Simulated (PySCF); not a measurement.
SMILES CC(C)(C)/C=C\O, singlet at its GFN2-xTB optimised geometry (Å):

```
19

C     -0.6618    -1.5095     1.1814
C     -0.1697    -0.6666     0.0000
C     -0.6719    -1.3160    -1.2977
C      1.3666    -0.6666     0.0000
C     -0.6337     0.7727     0.0000
C     -1.2469     1.5123     0.9147
O     -1.6709     1.1916     2.1610
H     -0.3718    -2.5477     1.0246
H     -1.7476    -1.4831     1.2594
H     -0.2046    -1.1901     2.1175
H     -1.7596    -1.3261    -1.3200
H     -0.3174    -0.7643    -2.1651
H     -0.3144    -2.3409    -1.3741
H      1.7476    -0.1193    -0.8588
H      1.7473    -0.1920     0.9022
H      1.7466    -1.6852    -0.0434
H     -0.3940     1.2837    -0.9220
H     -1.4808     2.5477     0.7033
H     -1.4679     0.2682     2.3479
```

Method: CAM-B3LYP/def2-SVP (PySCF). Cells within 0.4 Å of a nucleus heavier than hydrogen are left out (blank, or x).

Map of the electrostatic potential (hartree/e), clipped to [-0.08, 0.12] on the plane z = 0.8 Å:

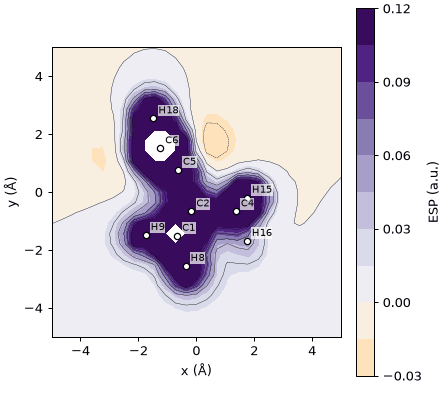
*Electrostatic potential (hartree/e), clipped to [-0.08, 0.12] on the plane z = 0.8 Å.*
